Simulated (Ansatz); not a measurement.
**CH₃FSZn (SMILES F[CH2][Zn][SH]): density, localisation and related maps**

Input

```
crystal:
  periodic: [false, false, false]
  atoms:
    - {symbol: C, position_ang: [-1.093884, -0.300059, 0.739360]}
    - {symbol: F, position_ang: [-0.435174, 0.245838, 1.838108]}
    - {symbol: S, position_ang: [-1.049392, 2.181632, -2.611968]}
    - {symbol: Zn, position_ang: [-1.051597, 0.879164, -0.845119]}
    - {symbol: H, position_ang: [-0.629571, -1.284232, 0.494833]}
    - {symbol: H, position_ang: [-2.152321, -0.509832, 1.022449]}
    - {symbol: H, position_ang: [0.231005, 1.819042, -2.915136]}
basis:
  gaussian:
    orbitals: def2-TZVPD
magnetization:
  spin_polarized: false
  initial_magnetization: 0
hamiltonian:
  xc: pbe0
output: {forces: true, orbitals: {seedname: orbitals}}
```

Run with:

```sh
ansatz run input.yaml --threads 2 --pin off --max-ram 4350MiB --events-out events.jsonl --progress --plain --runs-dir runs
```

Geometry: PBE-D3(BJ)/def2-SVP.

These are results of isolated molecule in a Gaussian basis; Kohn-Sham density functional theory, functional PBE0 (Ansatz 0.2.0), not measurements.

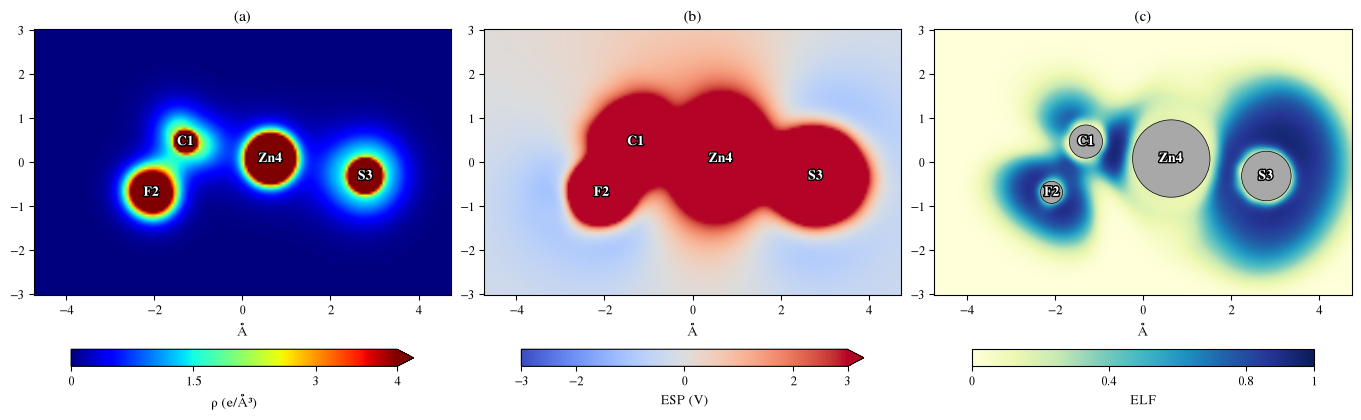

Figure 1. (a) electron density; (b) molecular electrostatic potential; (c) ELF on the plane of atoms F2, C1 and Zn4. Grey discs cover the atomic cores in the ELF map.

> Interpret the plot.

- Atoms in the plane: C, F, S and Zn.
- C–F (1.39 Å): ρ at the midpoint is about 2 e/Å³, with its minimum of 1.6 e/Å³ about 0.5 Å from C; the ELF peaks at about 0.80 between the atoms (a polar covalent bond).
- C–Zn (1.98 Å): ρ at the midpoint is about 0.75 e/Å³; the ELF peaks at about 0.95 in the valence shell of C, 0.7 Å from its nucleus, and is about 0.45 at the midpoint.
- Zn–S (2.20 Å): ρ is about 0.66 e/Å³ halfway; the ELF peaks at about 0.85 in the valence shell of S, 0.9 Å from its nucleus, and is about 0.60 at the midpoint.
- The ELF also peaks beside S3 and F2, away from the bonds: lone-pair regions.
- Outside the dense part of the molecule the potential is most negative (−1.1 V) near F2.

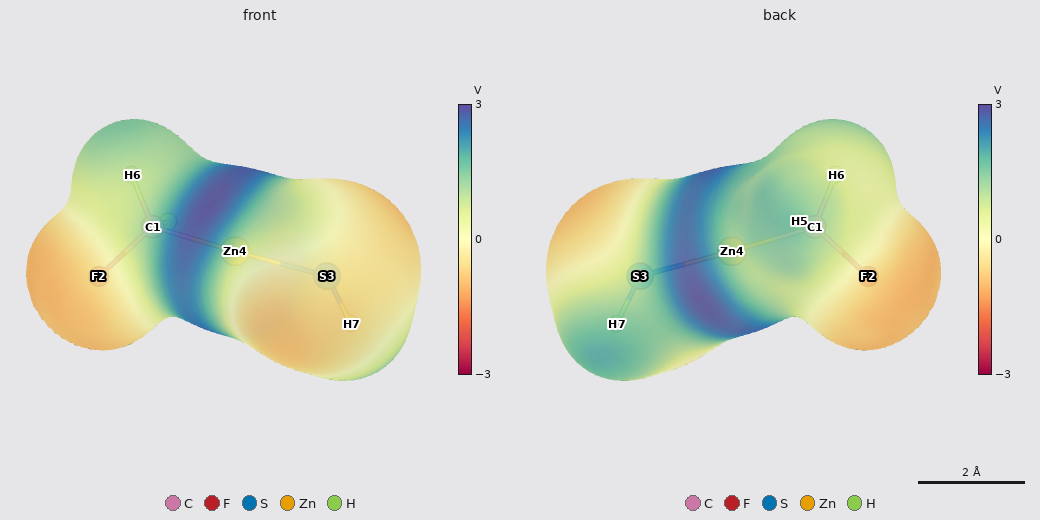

Figure 2. The electrostatic potential painted on the density surface at 0.004 e/bohr³, seen from the front and from behind; red is negative and blue positive.

> Where is the surface potential most negative and most positive?

The most negative region (about −1.0 V, or −23 kcal/mol for a unit charge) lies over F2, the most positive (about +2.9 V, or +67 kcal/mol for a unit charge) over Zn4.

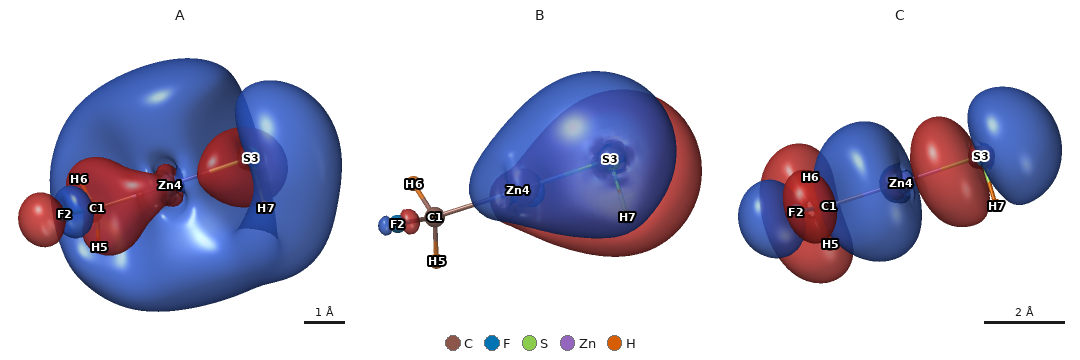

Figure 3. Three frontier orbitals at ±0.04 Å⁻³ᐟ² (blue and red are the two phases), in no order.

> Order the three orbitals by energy and name them.

C is the HOMO−1 (−7.74 eV). It lies mainly on C1 (about 30 %), S3 (about 25 %), F2 (about 15 %) and Zn4 (about 15 %). B is the HOMO (−7.35 eV). It lies mainly on S3 (about 85 %) and Zn4 (about 10 %); largely a lone pair of S3. A is the LUMO (−0.77 eV). It lies mainly on Zn4 (about 55 %), S3 (about 15 %) and C1 (about 10 %).

> What is the HOMO–LUMO gap?

6.58 eV between the orbital energies.
